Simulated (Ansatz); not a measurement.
TiH₂OCl₃F: several calculations on one system

## 1. Relaxation

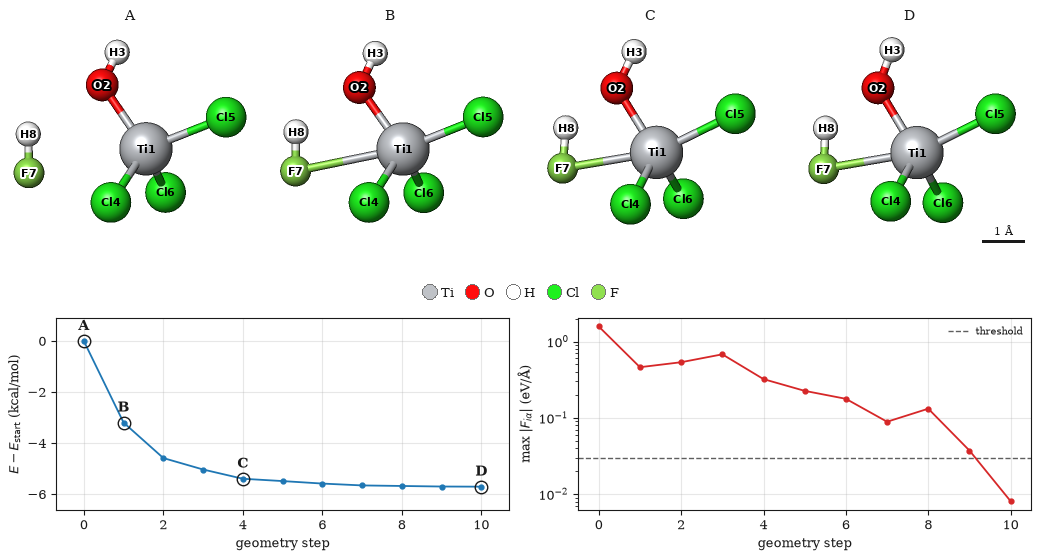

Frames of a relaxation of TiH₂OCl₃F, marked on the history of the run. The picture is a ball-and-stick view, seen at a tilt.

The run prepares an end point of a later path (reaction) calculation, from a guessed geometry.

The calculation used RKS PBE-D4/def2-SVP (Ansatz).

The input:
```yaml
crystal:
  periodic: [false, false, false]
  atoms:
    - { symbol: Ti, position_ang: [-0.092072, 0.078873, -0.032726] }
    - { symbol: O, position_ang: [-0.115914, 0.046676, 1.836387] }
    - { symbol: H, position_ang: [-0.943034, 0.187303, 2.339669] }
    - { symbol: Cl, position_ang: [1.925082, 0.331745, -0.82311] }
    - { symbol: Cl, position_ang: [-1.236266, 1.856276, -0.580458] }
    - { symbol: Cl, position_ang: [-1.188732, -1.598239, -0.896788] }
    - { symbol: F, position_ang: [1.414867, -2.240011, 1.19236] }
    - { symbol: H, position_ang: [1.169268, -1.738822, 1.941366] }
basis:
  gaussian: { orbitals: def2-SVP }
hamiltonian:
  xc: pbe
  dispersion: d4
relax:
  f_tol: 0.03
  max_steps: 50
```

Command:
```bash
ansatz run input.yaml --threads 4 --pin off --max-ram 5120MiB --backend cpu --events-out ev --progress --plain --runs-dir out
```

Q: Describe the path.

A: After 10 geometry steps the energy has fallen by 5.70 kcal/mol. Largest force component: 1.6 eV/Å at the start, 0.0081 eV/Å at the end. The atom that moves furthest after the best rigid fit is H8 (0.44 Å). Largest moves by element: H 0.44 Å, F 0.38 Å, Cl 0.33 Å, Ti 0.27 Å, O 0.23 Å. Some distances before and after: Ti1–F7 3.025 → 2.394 Å, Ti1–H8 2.965 → 2.392 Å, F7–H8 0.934 → 0.967 Å, Ti1–O2 1.870 → 1.838 Å. New bonds form, among them: Ti1–F7 (3.02 → 2.39 Å). Bond angles that change, for instance: O2–Ti1–Cl5 105.0° → 97.8°, O2–Ti1–Cl4 112.1° → 117.0°, Ti1–O2–H3 121.5° → 126.3°. Groups turn about Ti1–O2 by about 45°. From step 0 to 1: H8 moves most (0.19 Å), energy −3.19 kcal/mol. From step 1 to 4: H8 moves most (0.26 Å), energy −2.20 kcal/mol. From step 4 to 10: H3 moves most (0.20 Å), energy −0.31 kcal/mol.

| step | E − E(0), kcal/mol | largest force component, eV/Å |
| --- | --- | --- |
| 0 | 0.00 | 1.5743 |
| 1 | -3.19 | 0.4607 |
| 2 | -4.58 | 0.5354 |
| 3 | -5.03 | 0.6794 |
| 4 | -5.39 | 0.3215 |
| 5 | -5.48 | 0.2256 |
| 6 | -5.58 | 0.1774 |
| 7 | -5.65 | 0.0888 |
| 8 | -5.68 | 0.1317 |
| 9 | -5.70 | 0.0372 |
| 10 | -5.70 | 0.0081 |

Limits of the set-up: the start holds two separate molecules, 2.2 Å apart at their closest, whose relative position is a soft coordinate.

## 2. Relaxation

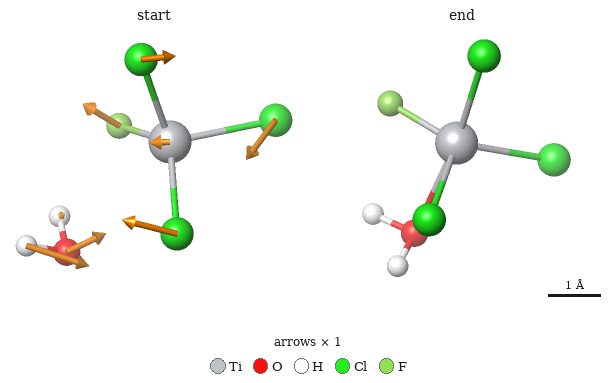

The structure of TiH2OCl3F before (left) and after (right) a relaxation, at one scale. The orange arrows give the displacements, at their true length.

Style: ball-and-stick. Shown from a free direction.

The run prepares an end point of a later path (reaction) calculation, from a guessed geometry.

These are results of Ansatz, RKS PBE-D4/def2-SVP, not measurements. Set-up: no spin polarisation; force threshold 0.03 eV/Å; at most 50 steps.

Summarise the run.

The largest move after the best rigid fit is that of an H atom, 1.29 Å. By element the largest moves are H 1.29 Å, Cl 1.16 Å, F 0.99 Å, O 0.89 Å, Ti 0.41 Å. Among the contacts that change: O–Ti 3.117 → 2.320 Å, H–Ti 3.466 → 2.717 Å, H–Ti 3.126 → 2.729 Å, Cl–Ti 2.189 → 2.242 Å. New bonds form, among them: O–Ti (3.12 → 2.32 Å). Bond angles that change, for instance: Cl–Ti–Cl 104.9° → 116.9°, Cl–Ti–F 130.4° → 119.4°, Cl–Ti–F 104.9° → 115.9°. After 19 geometry steps the energy has fallen by 13.2 kcal/mol. Largest force component: 0.68 eV/Å at the start, 0.026 eV/Å at the end. Cost: 42 s on 4 threads of Arm Neoverse V1 (shared host), peak memory 0.21 GiB.

## 3. Path

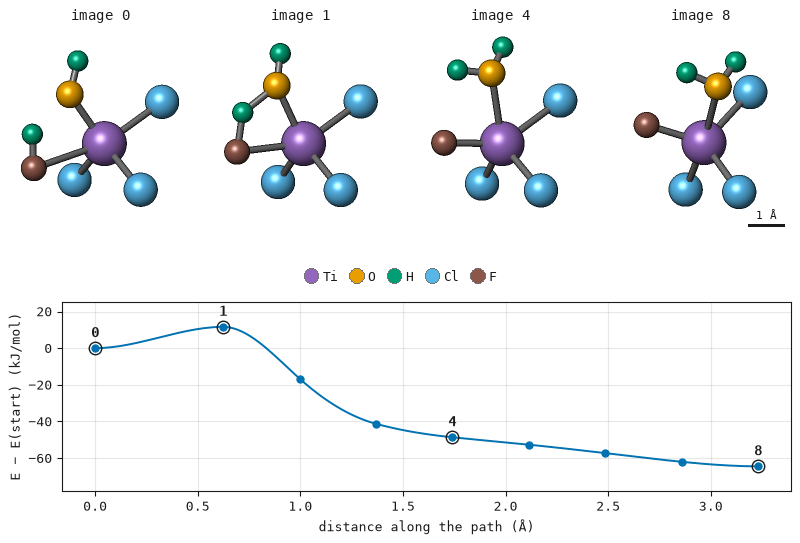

A nudged-elastic-band calculation for TiH2OCl3F. Images are numbered from 0 (start) to 8 (end). Style: ball-and-stick. Shown at a tilt.

Computed with Ansatz 0.2.0, RKS PBE-D4/def2-SVP. Set-up: 7 movable images; climbing image; force threshold 0.03 eV/Å; iteration limit 60; starting path through a guess of the saddle point.

Read off the barrier and say what moves.

Answer. A hydrogen atom shifts from one atom to another. Breaking: F–H (0.97 → 2.30 Å). Forming: H–O (1.64 → 0.98 Å). The energy climbs by 11.6 kJ/mol to image 1 and then falls by 76.1 kJ/mol, so the end point sits at −64.5 kJ/mol. The band converged in 16 iterations. The largest component of the band force went from 9 to 0.024 eV/Å. The climbing image converged on the top of the path. Its vibrational analysis gives one imaginary mode (512i cm⁻¹), as a transition state must have.
